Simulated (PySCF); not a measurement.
**Frequency calculation, with input and output: TaOBr**

- system: TaOBr
- method: RKS-based PBE0, Ta def2-TZVP with ECP60, O def2-TZVP, Br def2-TZVP; non-relativistic Hamiltonian with a scalar-relativistic core potential; density fitting (PySCF 2.14.0)

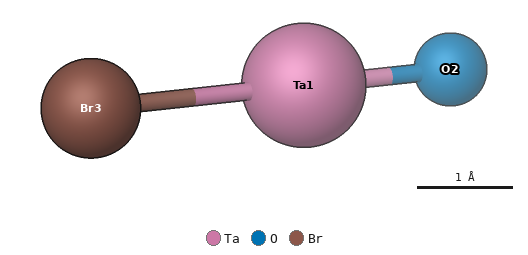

The input geometry (ball-and-stick view, seen at a tilt; atoms are numbered from 1 in the order of the input). Sticks mark near contacts. Bond lengths as drawn: Br–Ta 2.51 Å and O–Ta 1.73 Å.

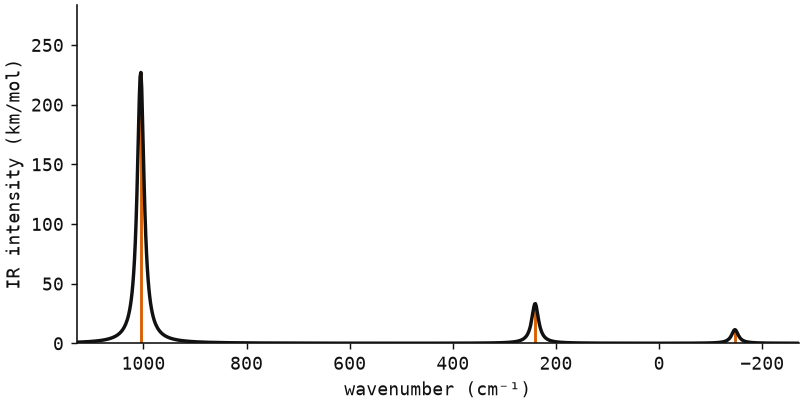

Harmonic infrared spectrum, unscaled: sticks (degenerate modes added up, dark ones marked on the axis) with a Lorentzian envelope of 16 cm⁻¹ full width, scaled to the tallest stick; imaginary modes are drawn at negative wavenumbers. 4 modes from 147i to 1005 cm⁻¹, 2 imaginary beyond 8i (147i, 147i cm⁻¹): not a minimum. The strongest line is at 1005 cm⁻¹ (227 km/mol). All modes, in cm⁻¹ (km/mol): 147i (5.7), 147i (5.7), 241 (33), 1005 (227).

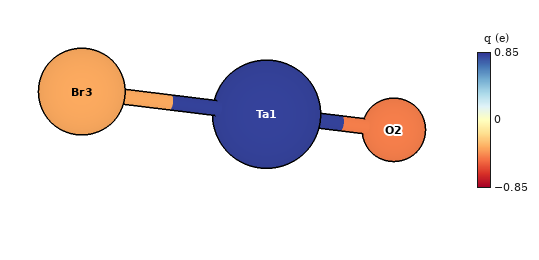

Mulliken charges, as the colour of each atom (ball-and-stick view, seen at a tilt; atoms are numbered from 1 in the order of the input). By element: Ta +0.81, O −0.46 and Br −0.35 e.

The input that produced these results follows, with the program's output.

## Input file
```python
from pyscf import gto, scf, dft
mol = gto.M(atom='''
Ta    -0.000000     0.000000    -0.617752
O     -0.000000     0.000000    -2.346090
Br     0.000000    -0.000000     1.891983''',
    basis={'Ta': 'def2-TZVP', 'O': 'def2-TZVP', 'Br': 'def2-TZVP'},
    ecp={'Ta': 'def2-TZVP'},
    charge=0, spin=0)
mf = dft.RKS(mol, xc='PBE0')
mf.grids.atom_grid = (75, 302)
aux = {'Ta': 'def2-universal-JKFIT', 'O': 'def2-universal-JKFIT', 'Br': 'def2-universal-JKFIT'}
mf = mf.density_fit(auxbasis=aux)
mf.conv_tol = 1e-09
mf.diis_space = 10
mf.max_cycle = 60
mf.verbose = 4
mf.kernel()
```

The script is an equivalent of the set-up of the self-consistent field. The run itself was carried out by a driver, which started from the orbitals of the step before it where there was one and computed the further properties.

Launch command:
```bash
OMP_NUM_THREADS=4 python axn.py task.json out
```

## The program's output
```
init E= -2706.0387929843
  HOMO = -0.25113508095306  LUMO = -0.173097807204039  gap/eV = 2.12350
cycle= 1 E= -2706.0387929843  delta_E= 1.82e-12  |g|= 3.69e-06  |ddm|= 6.63e-06
  HOMO = -0.251135740882269  LUMO = -0.173098750629548  gap/eV = 2.12349
Extra cycle  E= -2706.03879298428  delta_E= 1.27e-11  |g|= 6.28e-06  |ddm|= 9.97e-06
converged SCF energy = -2706.03879298428
```

## Summary

```tsv
quantity	value
outcome	converged
total energy	−2706.038793 hartree
HOMO	−6.83 eV
LUMO	−4.71 eV
zero-point energy	0.002838 hartree
dipole moment	0.73 D
wavenumbers, lowest and highest	147i and 1005 cm⁻¹
hardware	4 threads of Arm Neoverse V1, 24 GiB of memory available, shared host
wall time	25 s (CPU time 82 s)
peak memory	1.1 GiB
```
